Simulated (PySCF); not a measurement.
# BOSe (SMILES O=B[Se-]) (charge −1): what the fields show

Input

```
import pyscf.grad
from pyscf import gto, dft

system = gto.M(
    atom='input.xyz',
    basis='def2-tzvpd',
    charge=-1,
    max_memory=3720,
    verbose=3,
    spin=0,
)

mf = dft.RKS(system, xc='pbe0')
mf = mf.density_fit(auxbasis='def2-universal-jkfit')
mf.grids.level = 3
mf.conv_tol = 1e-09
mf.max_cycle = 100
mf.kernel()
if not mf.converged:
    mf = mf.newton().run(mf.mo_coeff, mf.mo_occ)

energy = mf.e_tot
print('Final energy', energy)
grad = mf.Gradients().kernel()
dip = mf.dip_moment()
pop, q = mf.mulliken_pop()
```

Launched as:

```sh
OMP_NUM_THREADS=2 python run.py
```

Geometry: PBE0-D3(BJ)/def2-SVPD.

Level of theory: Gaussian-basis quantum chemistry of an isolated molecule with PySCF, energy and nuclear gradient, functional PBE0 (PySCF).

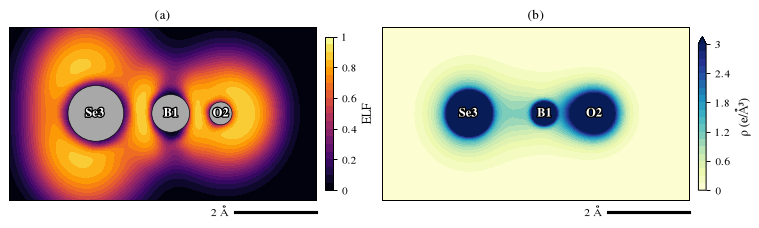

Figure 1. (a) ELF; (b) total electron density on a plane that holds the molecular axis. Grey discs cover the atomic cores in the ELF map.

Q: Interpret the plot.

A: The section cuts through B, O and Se sites. B–O (1.24 Å): the density is about 2.9 e/Å³ at the midpoint; the ELF peaks at about 0.85 between the atoms; a polar covalent bond. B–Se (1.85 Å): ρ is about 1.1 e/Å³ halfway; the ELF peaks at about 0.90 between the atoms; a covalent bond. The ELF also peaks beside Se3 and O2, away from the bonds: lone-pair regions.

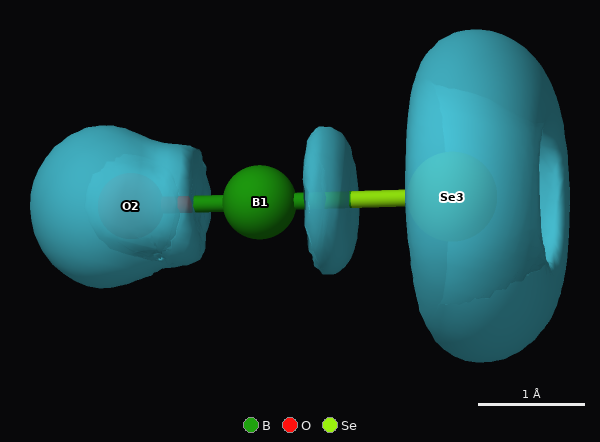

Figure 2. Isosurface of the ELF at 0.8 (cyan), seen from one side. Only the valence region is drawn (cores and ρ < 0.01 e/Å³ removed).

Q: Identify the bonds, lone pairs and shells in this picture.

A: At this value the surface marks out one region between bonded B–Se atoms (shared pairs), one region on O in which the atom's valence shell and bonds are merged and one ring or bowl of non-bonding electrons around Se.

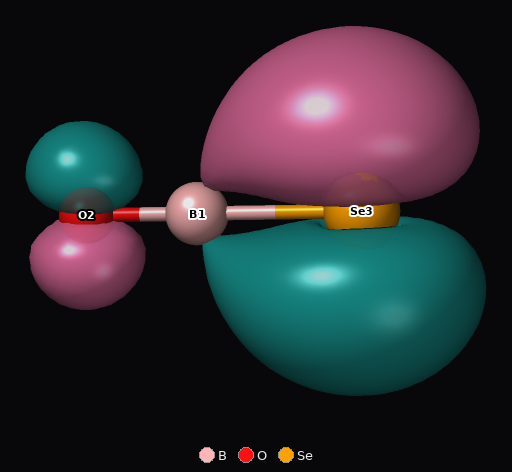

Figure 3. The HOMO at ±0.1 Å⁻³ᐟ² (teal and pink are the two phases), seen from one side.

Q: What is the character of this orbital?

A: It lies mainly on Se3 (about 80 %), B1 (about 10 %) and O2 (about 10 %); largely a lone pair of Se3. It is one of a degenerate set, so its orientation is arbitrary. Its energy is −1.49 eV.
